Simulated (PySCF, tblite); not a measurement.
# C6H11BOS: geometry, infrared bands and NMR shifts

Wanted: the infrared bands and NMR shifts of C6H11BOS (`C#CCB(C)C[S@@](C)=O`), by calculation.

Programs: tblite 0.8.0 and PySCF 2.14.0, with density-fitted response routines of our own. Each step states its level of theory. These are calculated values for one molecule in the gas phase, unless marked as measured. Atoms count from 0, in the outputs and in this text.

## (1) Starting geometry

20 atoms, charge 0, multiplicity 1; geometry from: force field or distance geometry start.

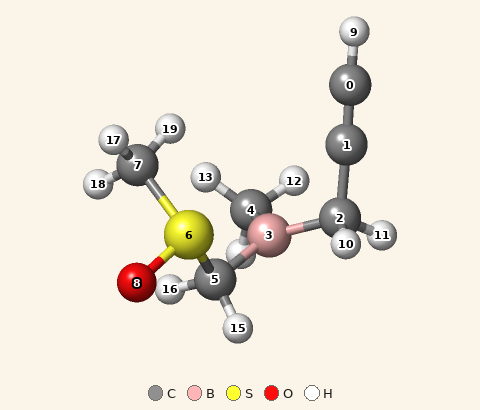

The starting geometry (carbon grey, boron pink, sulfur yellow, oxygen red, hydrogen white), atoms numbered; sticks join atoms by distance.

## (2) Relaxing the molecule with GFN2-xTB

The job: settings as JSON, then the geometry in Å.

```
{"job": {"kind": "relax", "xc": "GFN2-xTB", "basis": "xTB"}, "charge": 0, "multiplicity": 1}
C     -1.809300     2.155800    -1.485200
C     -1.635500     0.975400    -1.406500
C     -1.391900    -0.475800    -1.287100
B     -0.652600    -0.797500     0.069800
C     -1.378500    -0.551400     1.480400
C      0.822100    -1.401000     0.057000
S      1.969500    -0.211200    -0.686000
C      2.119500     1.116700     0.535400
O      3.321000    -0.922300    -0.598100
H     -1.986000     3.200200    -1.556100
H     -0.787100    -0.805300    -2.153200
H     -2.377100    -1.009100    -1.317600
H     -2.401800    -0.141600     1.319200
H     -0.782300     0.176500     2.064800
H     -1.456000    -1.497100     2.032700
H      0.830600    -2.336500    -0.521900
H      1.157900    -1.628400     1.097500
H      2.912100     1.808100     0.217800
H      2.363200     0.691700     1.531900
H      1.157000     1.663500     0.602200
```

Launch:

```console
OMP_NUM_THREADS=1 python probes_run.py task.json out
```

This one command runs all jobs of the session in turn.

What it wrote:

```text
step      E/eV     max force
  0    -731.34333    3.574
  1    -731.57820    2.173
  2    -731.57183    4.126
  3    -731.65752    0.379
  4    -731.66954    0.299
  5    -731.68158    0.258
  6    -731.68708    0.216
  7    -731.69442    0.162
  8    -731.69883    0.154
  9    -731.70247    0.128
 10    -731.70506    0.104
 11    -731.70729    0.108
 12    -731.70927    0.120
 13    -731.71128    0.110
 14    -731.71329    0.124
 15    -731.71529    0.118
 16    -731.71728    0.109
 17    -731.71934    0.129
 18    -731.72121    0.094
 19    -731.72245    0.074
 20    -731.72318    0.058
 21    -731.72375    0.087
 22    -731.72439    0.090
 23    -731.72514    0.089
 24    -731.72601    0.093
 25    -731.72702    0.084
 26    -731.72820    0.107
 27    -731.72942    0.083
 28    -731.73039    0.077
 29    -731.73114    0.066
 30    -731.73188    0.094
 31    -731.73274    0.107
 32    -731.73362    0.075
 33    -731.73438    0.071
 34    -731.73505    0.064
 35    -731.73582    0.093
 36    -731.73684    0.105
 37    -731.73793    0.078
 38    -731.73883    0.065
 39    -731.73950    0.059
 40    -731.74012    0.075
 41    -731.74083    0.071
 42    -731.74158    0.058
 43    -731.74225    0.057
 44    -731.74284    0.054
 45    -731.74339    0.060
 46    -731.74392    0.058
 47    -731.74437    0.049
 48    -731.74475    0.048
 49    -731.74517    0.058
 50    -731.74573    0.070
 51    -731.74644    0.076
 52    -731.74710    0.054
 53    -731.74760    0.045
 54    -731.74807    0.054
 55    -731.74873    0.083
 56    -731.74966    0.104
 57    -731.75060    0.081
 58    -731.75119    0.054
 59    -731.75153    0.045
 60    -731.75186    0.049
 61    -731.75233    0.066
 62    -731.75285    0.060
 63    -731.75329    0.055
 64    -731.75366    0.049
 65    -731.75414    0.058
 66    -731.75486    0.078
 67    -731.75573    0.077
 68    -731.75649    0.088
 69    -731.75708    0.070
 70    -731.75767    0.066
 71    -731.75838    0.048
 72    -731.75884    0.038
 73    -731.75910    0.026
 74    -731.75922    0.025
 75    -731.75935    0.026
 76    -731.75946    0.023
 77    -731.75953    0.018
 78    -731.75957    0.015
 79    -731.75961    0.016
 80    -731.75966    0.015
 81    -731.75971    0.016
 82    -731.75975    0.019
 83    -731.75979    0.019
 84    -731.75986    0.025
 85    -731.75996    0.025
 86    -731.76009    0.025
 87    -731.76023    0.035
 88    -731.76036    0.025
 89    -731.76048    0.022
 90    -731.76058    0.022
 91    -731.76066    0.024
 92    -731.76074    0.031
 93    -731.76084    0.024
 94    -731.76093    0.022
 95    -731.76101    0.019
 96    -731.76106    0.015
 97    -731.76110    0.016
 98    -731.76114    0.013
 99    -731.76118    0.009
```

Run time: 1.4 s. Hardware: 1 thread of Arm Neoverse N1, shared host; peak memory 0.18 GiB.

Relaxation path: (not every step is listed) (the energy doesn't fall at every step)

| step | energy from step 0 (eV) | largest force (eV/Å) |
| --- | --- | --- |
| 0 | 0.0000 | 3.5742 |
| 1 | -0.2349 | 2.1728 |
| 2 | -0.2285 | 4.1265 |
| 3 | -0.3142 | 0.3788 |
| 4 | -0.3262 | 0.2985 |
| 5 | -0.3383 | 0.2577 |
| 6 | -0.3438 | 0.2159 |
| 7 | -0.3511 | 0.1618 |
| 8 | -0.3555 | 0.1538 |
| 16 | -0.3739 | 0.1089 |
| 24 | -0.3827 | 0.0932 |
| 32 | -0.3903 | 0.0753 |
| 40 | -0.3968 | 0.0748 |
| 48 | -0.4014 | 0.0477 |
| 56 | -0.4063 | 0.1040 |
| 64 | -0.4103 | 0.0492 |
| 72 | -0.4155 | 0.0377 |
| 80 | -0.4163 | 0.0154 |
| 88 | -0.4170 | 0.0255 |
| 94 | -0.4176 | 0.0222 |
| 95 | -0.4177 | 0.0188 |
| 96 | -0.4177 | 0.0153 |
| 97 | -0.4178 | 0.0164 |
| 98 | -0.4178 | 0.0130 |
| 99 | -0.4178 | 0.0094 |

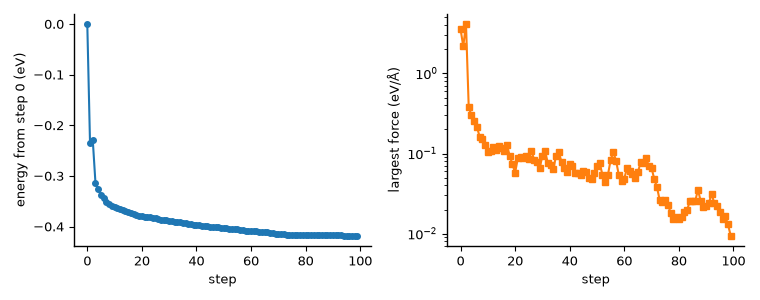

Energy and force, step by step.

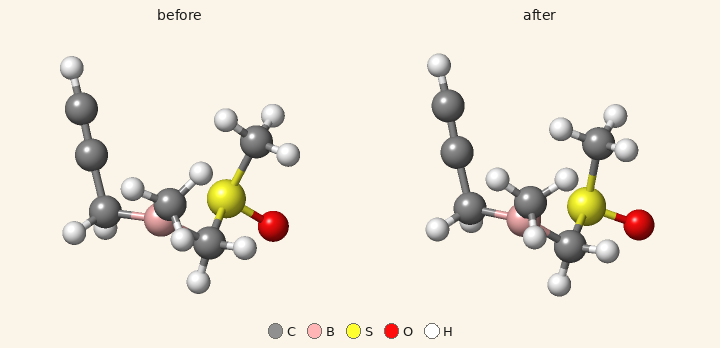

The geometry before (left) and after (right).

Close pairs (by a distance rule), those that changed most:

| bond | before (Å) | after (Å) | change (Å) |
| --- | --- | --- | --- |
| S6–O8 | 1.530 | 1.463 | -0.067 |
| C5–S6 | 1.812 | 1.875 | +0.063 |
| S6–C7 | 1.810 | 1.846 | +0.036 |
| B3–C4 | 1.605 | 1.573 | -0.032 |
| B3–C5 | 1.593 | 1.564 | -0.029 |
| C5–H16 | 1.117 | 1.089 | -0.028 |
| C4–H12 | 1.114 | 1.087 | -0.027 |
| C7–H18 | 1.110 | 1.084 | -0.026 |

The end geometry stands in the next job.

## (3) Vibrational analysis with GFN2-xTB

The job: settings as JSON, then the geometry in Å.

```
{"job": {"kind": "ir", "xc": "GFN2-xTB", "basis": "xTB"}, "charge": 0, "multiplicity": 1}
C     -1.699777     2.200597    -1.271649
C     -1.496856     1.020871    -1.281509
C     -1.213499    -0.401796    -1.251623
B     -0.573420    -0.819534     0.144532
C     -1.320825    -0.511294     1.493820
C      0.833488    -1.502674     0.136777
S      2.067649    -0.409249    -0.756286
C      1.788401     1.083779     0.292857
O      3.383521    -0.918819    -0.369376
H     -1.895080     3.230676    -1.292268
H     -0.577188    -0.645178    -2.106637
H     -2.166102    -0.922652    -1.394394
H     -2.220921     0.086931     1.374314
H     -0.673653     0.000118     2.205207
H     -1.608602    -1.443391     1.981519
H      0.855703    -2.416812    -0.457990
H      1.278298    -1.723525     1.105485
H      2.552094     1.809789     0.032104
H      1.880268     0.817478     1.339564
H      0.801354     1.475363     0.072517
```

What it wrote:

```text
mode    cm-1     km/mol
  1      21.2      1.57
  2      41.5      0.92
  3      62.9      5.96
  4      70.6      2.51
  5     105.4      0.50
  6     116.7      1.22
  7     192.7      0.01
  8     220.6      3.90
  9     274.1      0.80
 10     279.8      4.98
 11     289.7      0.30
 12     311.5      4.93
 13     350.4      8.45
 14     370.4      1.29
 15     443.2      4.03
 16     629.8     32.67
 17     637.4      8.81
 18     647.3     57.55
 19     673.4     72.42
 20     710.3      5.65
 21     755.5     20.23
 22     778.8     12.00
 23     840.6     97.09
 24     870.8      3.68
 25     883.0     36.81
 26     895.0      2.95
 27     983.5     80.33
 28    1005.3     47.67
 29    1090.9     47.36
 30    1104.1      7.37
 31    1137.1    515.21
 32    1150.4     19.94
 33    1177.9    169.08
 34    1246.5     82.14
 35    1287.8      3.11
 36    1387.9     40.87
 37    1434.1      5.68
 38    1437.0      2.53
 39    1444.9      4.37
 40    1455.6      8.68
 41    1478.6      2.43
 42    1488.1      1.86
 43    2291.0     35.17
 44    2938.8     19.91
 45    2964.6     32.02
 46    2984.7     11.69
 47    2995.6     19.23
 48    3008.8      7.71
 49    3018.0     24.61
 50    3041.3     24.97
 51    3050.7      0.54
 52    3063.0      6.18
 53    3071.2      3.95
 54    3399.7      3.62
```

Run time: 1.4 s. Hardware: 1 thread of Arm Neoverse N1, shared host; peak memory 0.18 GiB.

Which atoms move in the most intense modes:

| cm⁻¹ | km/mol | atoms |
| --- | --- | --- |
| 647 | 57.5 | C5 28 %, H9 22 %, S6 15 %, C7 12 % |
| 673 | 72.4 | C7 40 %, S6 32 %, C5 12 % |
| 841 | 97.1 | B3 16 %, H14 15 %, C2 11 % |
| 984 | 80.3 | H15 31 %, H16 18 %, C2 15 % |
| 1005 | 47.7 | C2 29 %, H15 17 %, C0 14 %, H16 11 % |
| 1137 | 515.2 | O8 34 %, B3 24 %, S6 20 % |
| 1178 | 169.1 | B3 44 %, H16 14 %, C2 11 % |
| 1246 | 82.1 | H10 51 %, C2 25 %, B3 13 % |

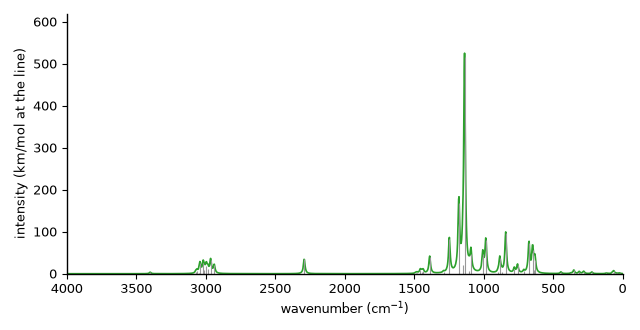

The infrared spectrum from these modes, unscaled. Lines are broadened to a width of 14 cm⁻¹ (Lorentzian).

## (4) Shielding tensors: PBE0/pcSseg-1

Settings changed since step 3:

```diff
@@ -1,2 +1,2 @@
-{"job": {"kind": "ir", "xc": "GFN2-xTB", "basis": "xTB"}, "charge": 0, "multiplicity": 1}
+{"job": {"kind": "nmr", "xc": "PBE0", "basis": "pcSseg-1"}, "charge": 0, "multiplicity": 1}
 C     -1.699777     2.200597    -1.271649
```

With the program's defaults for keys left out, this is: GIAO PBE0/pcSseg-1 NMR shielding, non-relativistic, gas phase.

What it wrote:

```text
coarse grid: 17136 points
cycle   1  E = -732.5524738580  dE =  1.268e+00  |g| = 9.689e-01  |ddm| = 4.243e+00
cycle   2  E = -731.7570712729  dE =  7.954e-01  |g| = 2.153e+00  |ddm| = 3.511e+00
cycle   3  E = -732.7089945532  dE = -9.519e-01  |g| = 3.859e-01  |ddm| = 3.040e+00
cycle   4  E = -732.7447236728  dE = -3.573e-02  |g| = 1.047e-01  |ddm| = 5.233e-01
cycle   5  E = -732.7469260309  dE = -2.202e-03  |g| = 4.599e-02  |ddm| = 1.329e-01
cycle   6  E = -732.7473579785  dE = -4.319e-04  |g| = 1.843e-02  |ddm| = 4.468e-02
cycle   7  E = -732.7474377900  dE = -7.981e-05  |g| = 5.079e-03  |ddm| = 1.629e-02
cycle   8  E = -732.7474444773  dE = -6.687e-06  |g| = 8.471e-04  |ddm| = 5.964e-03
final grid: 160504 points
cycle   9  E = -732.8114875916  dE = -4.220e-05  |g| = 1.196e-02  |ddm| = 4.695e-02
cycle  10  E = -732.8114344495  dE =  5.314e-05  |g| = 1.960e-02  |ddm| = 3.004e-02
cycle  11  E = -732.8115178814  dE = -8.343e-05  |g| = 3.895e-03  |ddm| = 2.232e-02
cycle  12  E = -732.8115209003  dE = -3.019e-06  |g| = 3.765e-04  |ddm| = 3.374e-03
cycle  13  E = -732.8115209292  dE = -2.889e-08  |g| = 2.199e-04  |ddm| = 6.190e-04
cycle  14  E = -732.8115209393  dE = -1.006e-08  |g| = 9.111e-05  |ddm| = 2.008e-04
cycle  15  E = -732.8115209413  dE = -2.023e-09  |g| = 1.678e-05  |ddm| = 8.074e-05
cycle  16  E = -732.8115209414  dE = -6.685e-11  |g| = 3.354e-06  |ddm| = 1.942e-05
converged SCF energy = -732.8115209414

GIAO shielding tensors (ppm)
atom      isotropic    diamagn.    paramagn.     s11        s22        s33       span
  0 C      111.592     257.334    -145.742     37.482     40.645    256.649    219.167
  1 C      100.084     264.278    -164.194      3.073      7.485    289.693    286.620
  2 C      169.066     252.778     -83.713    151.907    171.549    183.741     31.834
  3 B       19.582     187.853    -168.271    -45.045    -17.969    121.761    166.805
  4 C      171.204     252.867     -81.663    146.675    180.485    186.451     39.775
  5 C      116.113     257.788    -141.674     60.984    124.782    162.574    101.589
  6 S      169.048    1052.482    -883.434    -26.274     66.505    466.911    493.184
  7 C      137.727     256.357    -118.630    106.196    128.066    178.920     72.724
  8 O      239.439     393.217    -153.777     12.500    263.501    442.317    429.817
  9 H       30.422      34.202      -3.780     25.017     25.201     41.048     16.031
 10 H       29.241      29.635      -0.394     25.816     28.005     33.902      8.087
 11 H       29.608      26.784       2.823     25.174     27.709     35.940     10.765
 12 H       30.084      31.164      -1.081     25.938     29.878     34.436      8.498
 13 H       30.608      32.025      -1.417     27.564     29.295     34.965      7.402
 14 H       30.812      29.307       1.505     26.523     28.688     37.225     10.702
 15 H       28.127      31.518      -3.391     26.042     27.170     31.167      5.125
 16 H       28.796      33.297      -4.501     26.240     29.120     31.028      4.788
 17 H       29.165      30.189      -1.024     26.569     26.795     34.133      7.564
 18 H       29.328      32.755      -3.427     26.311     29.373     32.300      5.988
 19 H       29.580      33.973      -4.393     25.081     28.614     35.045      9.964
```

Wall time 84 s (1 thread of Arm Neoverse N1, shared host); peak memory 1 GiB.

The references, computed at this level on geometries of the same kind, shield at (ppm): 1H TMS 31.72, 13C TMS 186.9, 17O H2O 336.1, 11B BF3·OEt2 100.1, 33S CS2 504. Their shielding less the atom's gives the shift. The references are single molecules in the gas phase, so shifts against H2O, NH3, PH3, H3PO4 or CFCl3 are not on the usual liquid scales and can be off by tens of ppm. Atoms listed in one row are averaged.

| atoms | environment | σ (ppm) | δ (ppm) | δ scaled to CDCl3 |
| --- | --- | --- | --- | --- |
| C1 | alkyne carbon | 100.1 | 86.8 | 82.8 |
| C0 | terminal alkyne carbon | 111.6 | 75.3 | 71.6 |
| C5 | sp3 CH2 bonded to B and S | 116.1 | 70.8 | 62.8 |
| C7 | methyl carbon bonded to S | 137.7 | 49.2 | 41.7 |
| C2 | propargylic sp3 CH2 bonded to B | 169.1 | 17.9 | 15.5 |
| C4 | methyl carbon bonded to B | 171.2 | 15.7 | 13.4 |
| H15 | hydrogen on an sp3 CH2 bonded to B and S | 28.13 | 3.59 | 3.49 |
| H16 | hydrogen on an sp3 CH2 bonded to B and S | 28.80 | 2.92 | 2.86 |
| H10 | hydrogen on a propargylic sp3 CH2 bonded to B | 29.24 | 2.48 | 2.44 |
| H17, H18, H19 | hydrogen on a methyl carbon bonded to S | 29.36 | 2.36 | 2.33 |
| H11 | hydrogen on a propargylic sp3 CH2 bonded to B | 29.61 | 2.11 | 2.09 |
| H9 | hydrogen on a terminal alkyne carbon | 30.42 | 1.30 | 1.33 |
| H12, H13, H14 | hydrogen on a methyl carbon bonded to B | 30.50 | 1.22 | 1.25 |
| B3 | boron bonded to 3 C | 19.6 | 80.5 | – |
| S6 | sulfoxide sulfur | 169 | 335 | – |
| O8 | S=O oxygen | 239.4 | 96.6 | – |

The scaled column applies a straight-line fit of computed shieldings to shifts measured in CDCl3, with any fitted terms for Cl, Br or S neighbours (root-mean-square error 0.16 ppm for H, 1.9 ppm for C).

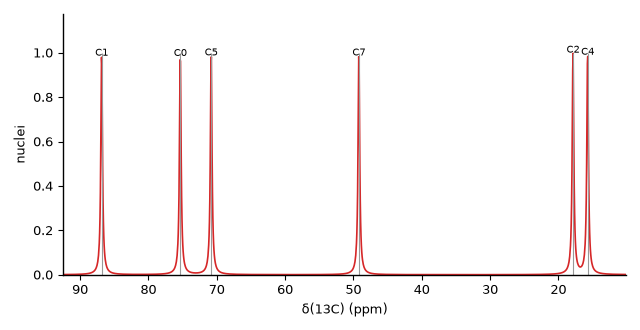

13C lines at the computed shifts, without couplings. Lines are broadened to a width of 0.28 ppm (Lorentzian).

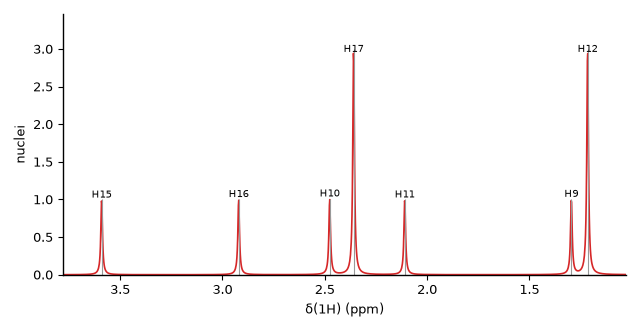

1H lines at the computed shifts, without couplings. Lines are broadened to a width of 0.01 ppm (Lorentzian).

The run also stored atomic charges by several schemes (e):

| atoms | Mulliken | IAO | Hirshfeld | ESP fit |
| --- | --- | --- | --- | --- |
| C0 | -0.39 | -0.27 | -0.13 | -0.48 |
| C1 | 0.10 | -0.01 | -0.03 | 0.07 |
| C2 | -0.29 | -0.43 | -0.13 | -0.36 |
| B3 | 0.42 | 0.34 | 0.21 | 0.57 |
| C4 | -0.47 | -0.58 | -0.19 | -0.64 |
| C5 | -0.53 | -0.55 | -0.16 | -0.67 |
| S6 | 0.58 | 1.10 | 0.36 | 0.39 |
| C7 | -0.43 | -0.58 | -0.13 | -0.42 |
| O8 | -0.61 | -0.89 | -0.37 | -0.45 |

Hirshfeld charges:

C0 -0.13; C1 -0.03; C2 -0.13; B3 0.21; C4 -0.19; C5 -0.16; S6 0.36; C7 -0.13; O8 -0.37; H9 0.09; H10 0.04; H11 0.07; H12 0.04; H13 0.05; H14 0.05; H15 0.05; H16 0.04; H17 0.06; H18 0.05; H19 0.04

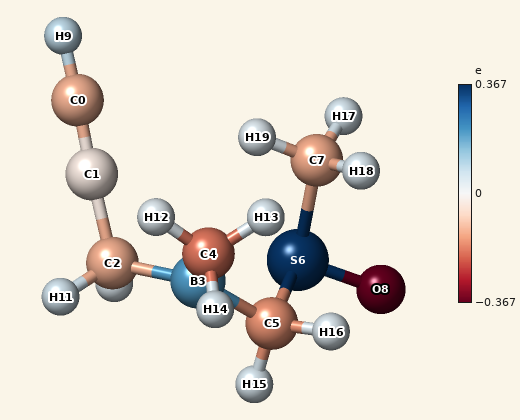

Hirshfeld charges, as colours on the atoms.

Mayer bond orders: C0–C1 2.55, C1–C2 1.10, C2–B3 0.94, B3–C4 1.10, B3–C5 0.98, C5–S6 0.87, S6–C7 0.90, S6–O8 1.54.

## (5) What came out

| quantity | value |
| --- | --- |
| strongest single infrared mode (GFN2-xTB) | 1137 cm⁻¹, 515 km/mol |
| zero-point energy (GFN2-xTB) | 96.7 kcal/mol |
| 13C shifts against TMS (PBE0/pcSseg-1) | 86.8, 75.3, 70.8, 49.2, 17.9, 15.7 ppm |
| 1H shifts against TMS (PBE0/pcSseg-1, means over atoms taken as alike) | 3.59, 2.92, 2.48, 2.36, 2.11, 1.30, 1.22 ppm |
| 11B shifts against BF3·OEt2 (PBE0/pcSseg-1) | 80.5 ppm |
| 33S shifts against CS2 (PBE0/pcSseg-1) | 335 ppm |
| 17O shifts against H2O (PBE0/pcSseg-1) | 96.6 ppm |

**Reading.** The optimisation took 99 steps and gained 0.418 eV; among the close pairs (by a distance rule), S6–O8 changed most, from 1.530 to 1.463 Å. All 54 modes are real, so the xTB geometry is a minimum. The strongest single mode, at 1137 cm⁻¹, has its largest shares on O8, B3 and S6 (the list is cut at 3 atoms). GFN2-xTB is a fitted tight-binding method: band positions and strengths are rough. Its intensities can rank the bands wrongly. At PBE0/pcSseg-1: Shielding is most anisotropic at S6 (span 493 ppm, paramagnetic term -883 ppm).
